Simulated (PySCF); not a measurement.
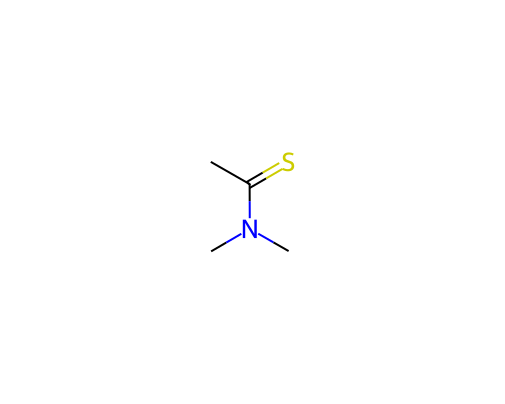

The computed structure is the end point of a PBE0-D3(BJ)/def2-SVP optimisation. No frequency run is at hand to confirm it as a minimum. Program: PySCF 2.14.0.

At this fixed geometry, give HOMO–LUMO gap (eV) at these levels: BLYP/pcSseg-1; BP86/pcSseg-1; LDA/pcSseg-1; OPBE/pcSseg-1; PBE/pcSseg-1.

```tsv
level	HOMO–LUMO gap (eV)
BLYP/pcSseg-1	3.06
BP86/pcSseg-1	3.12
LDA/pcSseg-1	3.08
OPBE/pcSseg-1	3.16
PBE/pcSseg-1	3.11
```
